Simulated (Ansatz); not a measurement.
A series of calculations on C3H4BrNO

## 1. Relaxation

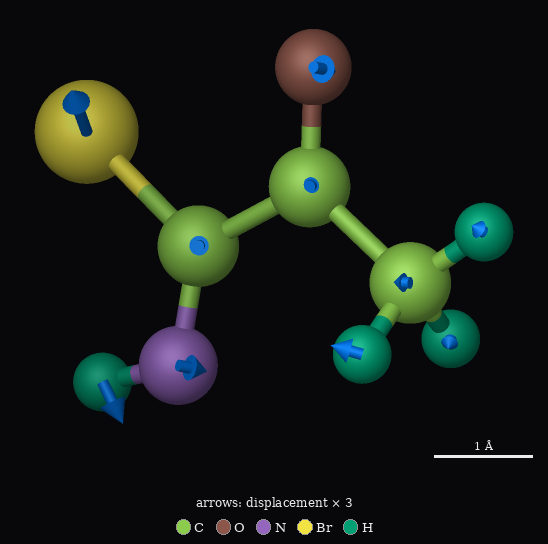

A relaxation of C3H4BrNO. The starting structure is drawn; blue arrows show the displacements, 3 times their true length. The two geometries are superimposed by the best rigid fit.

A ball-and-stick model, seen at a tilt.

The run prepares an end point of a later path (torsion) calculation, from a guessed geometry.

Method: Ansatz, RKS B3LYP-D4/def2-SVP. Settings: no spin polarisation; force threshold 0.015 eV/Å; at most 40 steps.

**Which element moves most?**

Bromine: up to 0.27 Å, against 0.16 Å for hydrogen.

**Describe the change and its energy.**

Over 9 accepted moves (10 points after the start) the energy falls by 7.02 kcal/mol. Largest force component: 2.4 eV/Å at the start, 0.014 eV/Å at the end. The line search rejected the trial step at point 9 of the run. The Br atom moves most after the best rigid fit: 0.27 Å. By element the largest moves are Br 0.27 Å, H 0.16 Å, O 0.14 Å, N 0.12 Å, C 0.07 Å. Among the contacts that change: C–H 1.044 → 1.097 Å, C–C 1.544 → 1.508 Å, C–O 1.238 → 1.204 Å, C–H 1.076 → 1.100 Å. Among the angles between lasting bonds that change: N–C–Br 115.8° → 125.1°, C–C–Br 118.9° → 113.8°, C–C–N 125.0° → 121.2°.

## 2. Relaxation

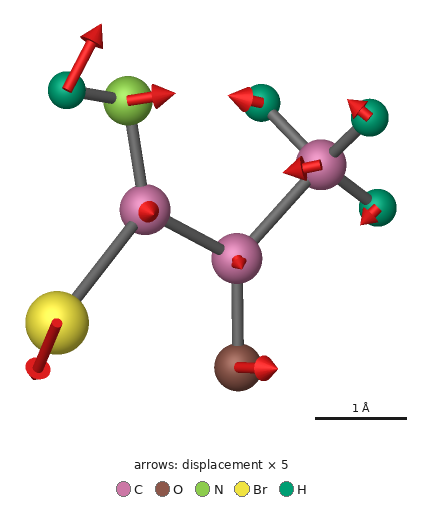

A relaxation of C$_{3}$H$_{4}$BrNO. The starting structure is drawn; red arrows show the displacements, 5 times their true length. The two geometries are superimposed by the best rigid fit.

A ball-and-stick model, seen from a free direction.

The run prepares an end point of a later path (torsion) calculation, from a guessed geometry.

Theory: Ansatz, RKS B3LYP-D4/def2-SVP.

Input
```yaml
crystal:
  periodic: [false, false, false]
  atoms:
    - { symbol: C, position_ang: [0.717, -0.8942, 0.9827] }
    - { symbol: C, position_ang: [-0.1763, -0.7352, -0.2668] }
    - { symbol: O, position_ang: [0.18125, -0.12598, -1.28319] }
    - { symbol: C, position_ang: [-1.57465, -1.29783, -0.16815] }
    - { symbol: "N", position_ang: [-2.07309, -1.79557, 0.85662] }
    - { symbol: Br, position_ang: [-2.64437, -1.45166, -1.7922] }
    - { symbol: H, position_ang: [0.8232, -1.9036, 1.2275] }
    - { symbol: H, position_ang: [0.2103, -0.3347, 1.801] }
    - { symbol: H, position_ang: [1.6579, -0.394, 0.8368] }
    - { symbol: H, position_ang: [-2.99494, -2.1784, 0.65984] }
basis:
  gaussian: { orbitals: def2-SVP }
hamiltonian:
  xc: b3lyp
  dispersion: d4
relax:
  f_tol: 0.015
  max_steps: 40
```

Launched with:
```bash
ansatz run input.yaml --threads 2 --pin off --max-ram 3072MiB --backend cpu --events-out ev --progress --plain --runs-dir out
```

### Describe the change and its energy.

Br6 moves most after the best rigid fit: 0.24 Å. Largest moves by element: Br 0.24 Å, H 0.17 Å, O 0.14 Å, N 0.11 Å, C 0.09 Å. Some distances before and after: C1–H7 1.044 → 1.101 Å, C1–C2 1.544 → 1.508 Å, C2–O3 1.238 → 1.204 Å, C2–C4 1.511 → 1.534 Å. Among the angles between lasting bonds that change: N5–C4–Br6 115.8° → 125.1°, H8–C1–H9 105.3° → 110.7°, C2–C4–Br6 118.9° → 113.7°. The energy falls by 31.5 kJ/mol in 11 accepted moves (12 points after the start). Largest force component: 2.3 eV/Å at the start, 0.0069 eV/Å at the end. The line search rejected the trial step at point 9 of the run. The forces were under the threshold at step 7, but the run went on from there. Cost: 100 s on 2 threads of Arm Neoverse N1 (shared host), peak memory 0.32 GiB.

## 3. Path

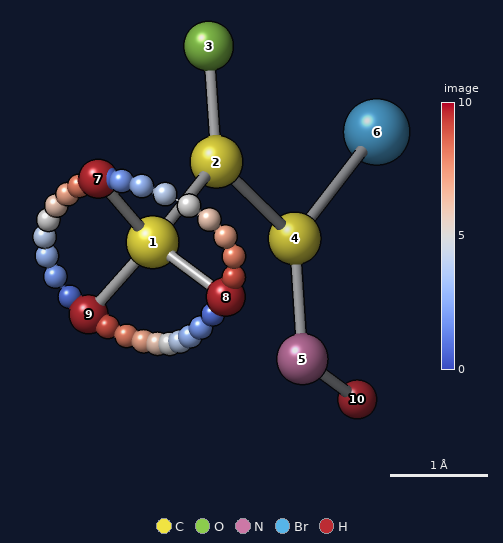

NEB run on C3H4BrNO. Images are numbered from 0 (start) to 10 (end). The start is drawn whole; smaller spheres mark the moving atoms (H) in the later images, joined by lines and coloured by the number of the image. Style: ball-and-stick. Shown from a free direction.

Computed with Ansatz, RKS B3LYP-D4/def2-SVP. Set-up: 9 movable images; climbing image; force threshold 0.05 eV/Å; iteration limit 28; starting path through a guess of the saddle point.

Q: What moves, how far, and at what cost in energy?

A: The motion is a rotation about the C1–C2 bond by about 120°. No bond forms or breaks between the ends. Bond angles that change up to the highest image, for instance: H8–C1–H9 106.3° → 110.3°, H7–C1–H9 110.7° → 106.9°. The two ends have the same energy, and the highest point, image 5, lies 0.041 eV above the start. The band converged in 9 iterations. The largest component of the band force went from 5.9 to 0.042 eV/Å. The climbing image converged on the top of the path. Its vibrational analysis gives one imaginary mode (126i cm⁻¹), as a transition state must have.
